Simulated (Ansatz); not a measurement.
Input

```
crystal:
  periodic: [false, false, false]
  atoms:
    - {symbol: C, position_ang: [-1.430649, 1.967218, 1.821569]}
    - {symbol: C, position_ang: [-0.880884, 1.049243, 1.270388]}
    - {symbol: C, position_ang: [-0.238371, -0.051886, 0.652855]}
    - {symbol: C, position_ang: [0.245322, -0.034931, -0.591365]}
    - {symbol: C, position_ang: [0.920115, -1.185027, -1.245075]}
    - {symbol: H, position_ang: [-1.915503, 2.783742, 2.301366]}
    - {symbol: H, position_ang: [-0.146474, -0.955508, 1.252018]}
    - {symbol: H, position_ang: [0.143249, 0.877687, -1.173254]}
    - {symbol: H, position_ang: [1.938053, -0.919580, -1.548398]}
    - {symbol: H, position_ang: [0.391906, -1.480250, -2.157481]}
    - {symbol: H, position_ang: [0.973237, -2.050698, -0.582634]}
basis:
  gaussian: {orbitals: def2-TZVPP}
hamiltonian: {xc: pbe0, dispersion: d4}
output: {orbitals: {seedname: orbitals}}
```

Run with:

```sh
ansatz run in.yaml --threads 4 --pin off --events-out ev --progress --plain --max-ram 10444MiB
```

Geometry: PBE0-D4/def2-TZVP.

These are results of RKS PBE0-D4/def2-TZVPP in Ansatz, not measurements.

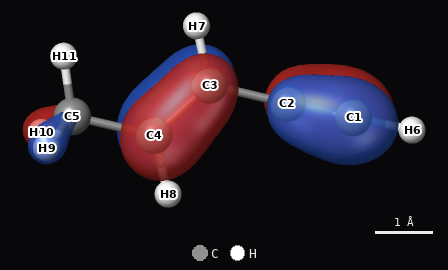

C$_{5}$H$_{6}$ (SMILES C#C/C=C/C). One frontier orbital at ±0.15 Å⁻³ᐟ² (blue and red are the two phases), seen at a tilt.

### Which orbital is it: HOMO or LUMO?

The HOMO, at −6.81 eV. It lies mainly on C1 (about 30 %), C4 (about 25 %), C3 (about 20 %) and C2 (about 15 %).
